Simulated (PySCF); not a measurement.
**GeH3 (SMILES [GeH3]): UMP2/STO-6G**

Aim: the energy change on altering one bond length of GeH3 at UMP2/STO-6G, from 2 runs. 

Program for the calculation: PySCF 2.14.0.

12 further runs of the same task are left out: 2 that didn't finish, 10 set aside as unsound or not needed.

### Step 1. The structure to begin with

The species is GeH3 (4 atoms), meant as a doublet with charge 0. SMILES: `[GeH3]`. The shape is that of a PBE0-D4/def2-TZVP optimisation.

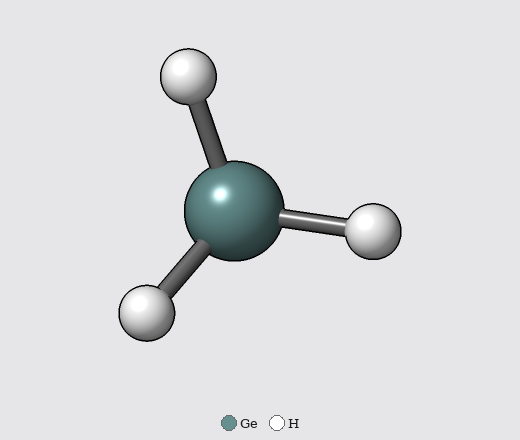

Viewed from a chosen angle; germanium teal, hydrogen white.

### Step 2. The energy at UMP2/STO-6G

Input file calc.py:

```python
# [GeH3]
from pyscf import gto, mp

molecule = gto.M(
    atom='''
Ge     0.405535    -0.237917    -0.471298
H      1.993661     0.207114     1.924308
H     -1.668250    -2.222129    -0.000189
H     -0.730946     2.252931    -1.452821
''',
    charge=0,
    spin=1,
    verbose=3,
    max_memory=1860,
    unit='bohr',
    basis='sto-6g',
)

myscf = molecule.UHF()
myscf.conv_tol = 1e-10
myscf.kernel()
if not myscf.converged:
    myscf = myscf.newton().run(myscf.mo_coeff, myscf.mo_occ)

pt = mp.MP2(myscf, frozen=9).run()
energy = pt.e_tot
print(f'total energy: {energy:.8f} hartree')
```

Command:

```sh
$ OMP_NUM_THREADS=1 python calc.py
```

The log of the run:

```text
converged SCF energy = -2065.97587475885  <S^2> = 0.75408681  2S+1 = 2.0040826
E(UMP2) = -2066.00987874265  E_corr = -0.0340039837930534
E(SCS-UMP2) = -2066.01610499734  E_corr = -0.0402302384887802
total energy: -2066.00987874 hartree
```

Wall time 0.78 s (1 thread of Arm Neoverse V2, shared host); peak memory 0.12 GiB.

### Step 3. The distorted shape at the same level

Input file input.py:

```python
from pyscf import gto, scf, mp

system = gto.M(
    atom=[
    ('Ge', (0.046524, -0.172999, -0.502934)),
    ('H', (1.055000, 0.109600, 1.018300)),
    ('H', (-1.050876, -1.222999, -0.253634)),
    ('H', (-0.554876, 1.145101, -1.022334)),
],
    spin=1,
    max_memory=1860,
    verbose=4,
    basis='sto-6g',
)

myscf = scf.UHF(system)
myscf.conv_tol = 1e-10
myscf.kernel()
if not myscf.converged:
    myscf = myscf.newton().run(myscf.mo_coeff, myscf.mo_occ)

pt = mp.MP2(myscf, frozen=9).run()
energy = pt.e_tot
print('Final energy', energy)
```

Command:

```sh
$ OMP_NUM_THREADS=1 python input.py
```

The log of the run:

```text
PySCF version 2.14.0

[INPUT] num. atoms = 4
[INPUT] num. electrons = 35
[INPUT] charge = 0
[INPUT] spin (= nelec alpha-beta = 2S) = 1
[INPUT] symmetry False subgroup None
[INPUT] Mole.unit = angstrom
[INPUT] Symbol           X                Y                Z      unit          X                Y                Z       unit  Magmom
[INPUT]  1 Ge     0.046524000000  -0.172999000000  -0.502934000000 AA    0.087917618219  -0.326920729824  -0.950407518732 Bohr   0.0
[INPUT]  2 H      1.055000000000   0.109600000000   1.018300000000 AA    1.993661061416   0.207113983252   1.924308112645 Bohr   0.0
[INPUT]  3 H     -1.050876000000  -1.222999000000  -0.253634000000 AA   -1.985867830878  -2.311133160617  -0.479298795878 Bohr   0.0
[INPUT]  4 H     -0.554876000000   1.145101000000  -1.022334000000 AA   -1.048563673094   2.163927274966  -1.931931267831 Bohr   0.0

nuclear repulsion = 31.7597631386759
number of shells = 11
number of NR pGTOs = 126
number of NR cGTOs = 21
basis = sto-6g
ecp = {}

[... 69 lines left out ...]
converged SCF energy = -2065.93084635688  <S^2> = 0.75501791  2S+1 = 2.0050116
[... 1 line left out ...]
******** <class 'pyscf.mp.ump2.UMP2'> ********
nocc = (np.int64(9), np.int64(8)), nmo = (12, 12)
frozen orbitals 9
E(UMP2) = -2065.96990579109  E_corr = -0.0390594342092484
E(SCS-UMP2) = -2065.97719233492  E_corr = -0.0463459780421517
E_corr(same-spin) = -0.000606165010322674
E_corr(oppo-spin) = -0.0384532691989257
Final energy -2065.969905791088
```

Run time: 0.82 s. Hardware: 1 thread of Arm Neoverse V2, shared host; peak memory 0.12 GiB.

### Step 4. Outcome

Level: UMP2/STO-6G, 9 core orbitals frozen.

| quantity | value |
| --- | --- |
| first shape: total energy | -2066.00988 Eh |
| first shape: dipole moment (Hartree–Fock density) | 0.51 D |
| first shape: HOMO energy (Hartree–Fock orbitals) (highest over α and β) | -6.68 eV |
| first shape: LUMO energy (Hartree–Fock orbitals) (lowest over α and β) | 5.54 eV |
| first shape: correlation energy (9 core orbitals frozen) | -34.0 mEh |
| first shape: ⟨S²⟩ of the reference determinant | 0.754 |
| distorted shape: total energy | -2065.96991 Eh |
| distorted shape: dipole moment (Hartree–Fock density) | 0.58 D |
| distorted shape: HOMO energy (Hartree–Fock orbitals) (highest over α and β) | -6.60 eV |
| distorted shape: LUMO energy (Hartree–Fock orbitals) (lowest over α and β) | 5.38 eV |
| distorted shape: correlation energy (9 core orbitals frozen) | -39.1 mEh |
| distorted shape: ⟨S²⟩ of the reference determinant | 0.755 |
| energy change with the Ge1–H2 bond stretched from 1.539 to 1.847 Å | 1.088 eV |

With the Ge1–H2 bond stretched from 1.539 to 1.847 Å the energy rises by 1.09 eV (105 kJ/mol). The first shape isn't relaxed at this level, so the change isn't measured from a minimum. The minimal basis adds a large error of its own.
